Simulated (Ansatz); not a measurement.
# BH3 (borane): CCSD(T)/def2-TZVPPD

What is the electronic atomisation energy of BH3 (borane) at CCSD(T)/def2-TZVPPD? 

Program for the calculation: Ansatz 0.2.0.

32 further runs of the same task are left out: 32 set aside as unsound or not needed.

## (1) Starting point

The species is BH3 (4 atoms), meant as a singlet with charge 0. SMILES: `B`. The shape is that of a PBE0-D4/def2-TZVP optimisation.

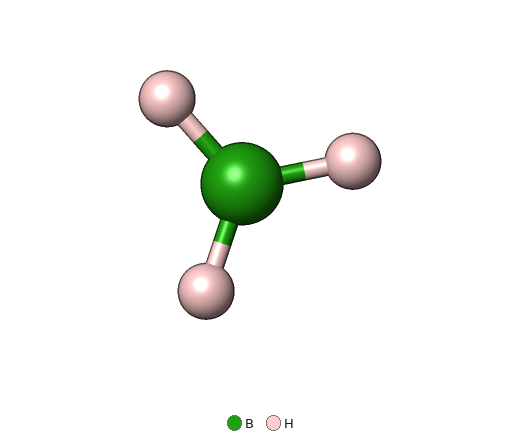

Viewed from a chosen angle; boron green, hydrogen pink.

## (2) The energy at CCSD(T)/def2-TZVPPD

run.yaml

```yaml
crystal:
  periodic: [false, false, false]
  atoms:
    - symbol: B
      position_ang: [0.013900, -0.015100, -0.005100]
    - symbol: H
      position_ang: [0.982200, 0.381700, 0.568800]
    - symbol: H
      position_ang: [-0.276200, -1.171800, 0.043000]
    - symbol: H
      position_ang: [-0.664400, 0.744900, -0.626900]
basis:
  gaussian:
    orbitals: def2-TZVPPD.json
scf:
  omitted_lower_state_checks: [cluster_reference, increment]
correlation:
  method: ccsd_t
  frozen_orbitals: {B: 1, H: 0}
accuracy: high
```

The basis set def2-TZVPPD is read from a file made from the Basis Set Exchange's data (not shown).

Run with:

```console
$ ansatz run run.yaml --threads 1 --pin off --max-ram 3480MiB --events-out events.jsonl --progress --plain --runs-dir runs
```

Standard output (excerpt; [...] marks lines left out):

```text
Warning: RAYON_NUM_THREADS=1 ignored (pool sized by the plan → 1); use --threads N
Functional definition: HF
  name "HF"
[...]
1349 factors; integrals over basis functions are off by at most 2.9e-9 eV
[...]
mean field -718.39844440 eV, -26.4006558838 hartree, gradient 2.9e-8 eV, S^2 0.000000; 0 other end points of the search recorded, 0 dependent functions left out
1 core orbitals not correlated: weight in the atoms' cores, before any rotation towards them, 1.000 or more for the frozen orbitals, at most 0.000 for the correlated occupied ones
reference -718.39844440 eV, -26.4006558838 hartree; 3, 3 occupied and 84, 84 virtual orbitals, 1349 factors
second order -3.08934671 eV of doubles, -0.00000000 eV of singles
cycle   1  -3.52867925 eV  change   -4.4e-1 eV  update   4.2e-2
[...]
cycle  18  -3.68311603 eV  change  -9.8e-12 eV  update  4.7e-10
perturbative correction -0.06901029 eV, -0.0025360815 hartree
Total energy: -722.15057072 eV, -26.5385439829 hartree
Checks for a lower state left out: cluster_reference, increment
```

Wall time 3.3 s (1 thread of Arm Neoverse V2, shared host); peak memory 0.5 GiB.

## (3) The B atom at the same level

run.yaml

```yaml
crystal:
  periodic: [false, false, false]
  atoms:
    - {symbol: B, position_ang: [0.000000, 0.000000, 0.000000]}
basis:
  gaussian:
    orbitals: def2-TZVPPD.json
magnetization:
  spin_polarized: true
  initial_magnetization: 1
accuracy: high
total_charge: 0
correlation:
  method: ccsd_t
  frozen_orbitals: {B: 1}
scf:
  omitted_lower_state_checks: [cluster_reference, increment]
```

The basis set def2-TZVPPD is read from a file made from the Basis Set Exchange's data (not shown).

Run with:

```console
$ ansatz run run.yaml --threads 1 --pin off --max-ram 3480MiB --events-out events.jsonl --progress --plain --runs-dir runs
```

Standard output (excerpt; [...] marks lines left out):

```text
Warning: RAYON_NUM_THREADS=1 ignored (pool sized by the plan → 1); use --threads N
[... 2 set-up lines as earlier in the session ...]
[...]
368 factors; integrals over basis functions are off by at most 2.4e-9 eV
[...]
mean field -667.56014444 eV, -24.5323828196 hartree, gradient 9.1e-9 eV, S^2 0.761244; 5 other end points of the search recorded, 0 dependent functions left out
1 core orbitals not correlated: weight in the atoms' cores, before any rotation towards them, 1.000 or more for the frozen orbitals, at most 0.000 for the correlated occupied ones
reference -667.56014444 eV, -24.5323828196 hartree; 2, 1 occupied and 34, 35 virtual orbitals, 368 factors
second order -1.18559078 eV of doubles, -0.00000000 eV of singles
cycle   1  -1.50552885 eV  change   -3.2e-1 eV  update   6.1e-2
[...]
cycle  18  -1.75052198 eV  change  -1.3e-10 eV  update  2.6e-10
perturbative correction -0.03612066 eV, -0.0013274099 hartree
Total energy: -669.34678708 eV, -24.5980407257 hartree
Checks for a lower state left out: cluster_reference, increment
```

Wall time 0.34 s (1 thread of Arm Neoverse V2, shared host); peak memory 0.098 GiB.

## (4) The H atom: a single-point energy at UHF/def2-TZVPPD

job.yaml

```yaml
crystal:
  periodic: [false, false, false]
  atoms:
    - {symbol: H, position_ang: [0.000000, 0.000000, 0.000000]}
basis:
  gaussian:
    orbitals: def2-TZVPPD.json
accuracy: high
hamiltonian:
  xc: hf
magnetization:
  spin_polarized: true
  initial_magnetization: 1
```

The basis set def2-TZVPPD is read from a file made from the Basis Set Exchange's data (not shown).

Run the same way, it converges to -0.49981 Eh (log not shown).

## (5) What came out

At CCSD(T)/def2-TZVPPD, 1 core orbital frozen:

| quantity | value |
| --- | --- |
| molecule: total energy | -26.53854 Eh |
| molecule: correlation energy (1 core orbital frozen) | -137.9 mEh |
| molecule: (T) correction | -2.54 mEh |
| molecule: T1 diagnostic | 0.006 |
| B atom: total energy | -24.59804 Eh |
| B atom: correlation energy (1 core orbital frozen) | -65.7 mEh |
| B atom: (T) correction | -1.33 mEh |
| B atom: ⟨S²⟩ of the reference determinant | 0.761 |
| B atom: T1 diagnostic | 0.014 |
| H atom: total energy | -0.49981 Eh |
| H atom: ⟨S²⟩ | 0.750 |
| electronic atomisation energy | 12.002 eV |

**Reading.** Taking the molecule apart into free atoms costs 12.00 eV (277 kcal/mol), before zero-point energy and without spin-orbit coupling. The triples (molecule) make up 1.8 % of the correlation energy. The triples (B atom) make up 2.0 % of the correlation energy.
